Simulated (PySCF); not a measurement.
CH6Ge, SMILES `C[GeH3]`.

Computed with PySCF, B3LYP/def2-TZVP, geometry: GFN2-xTB. No frequency check shows the geometry to be a minimum. GFN2-xTB bond lengths at metals and heavier atoms can be off by up to 0.1 Å and shapes distorted, which carries into these values. Without diffuse functions Rydberg states are missing, so the states' numbers hold for this basis only.

Cartesian coordinates (Å):

```
C1      -1.5689    0.0002    0.0000
Ge2      0.3897   -0.0001   -0.0001
H3      -1.9547   -0.5836    0.8320
H4      -1.9546   -0.4284   -0.9220
H5      -1.9543    1.0130    0.0894
H6       0.9345    0.5884    1.2607
H7       0.9341   -1.3865   -0.1207
H8       0.9378    0.8007   -1.1355
```

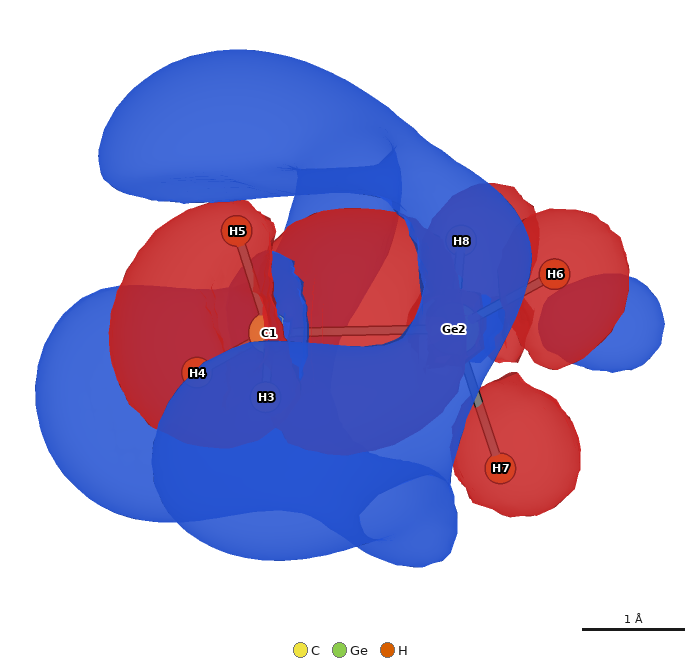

Unrelaxed difference density of S₁ less the ground state (TDA singlet states), ±0.008 e/Å³; blue: gain, red: loss.

> How does the charge move on excitation?

0.74 e is displaced in all, of which about 0.3 e passes between atoms: C1 (0.25 e) and Ge2 (0.06 e) lose electrons and H3, H4 and H5 (0.09 e each) gain them. The state: 8.51 eV (146 nm), f = 0.153 (bright), partly diffuse acceptor orbital, which a basis without diffuse functions describes poorly; the leading pair carries 99 %; hole on C1 (42 %) and Ge2 (32 %), electron on Ge2 (26 %), C1 (17 %) and H3, H4 and H5 (14 % each) (atom shares of so diffuse an orbital are rough); their centroids lie 0.3 Å apart.

Run time: 51 s on 1 thread of Intel(R) Xeon(R) 6975P-C (Granite Rapids), on a shared host, peak memory 0.6 GiB.
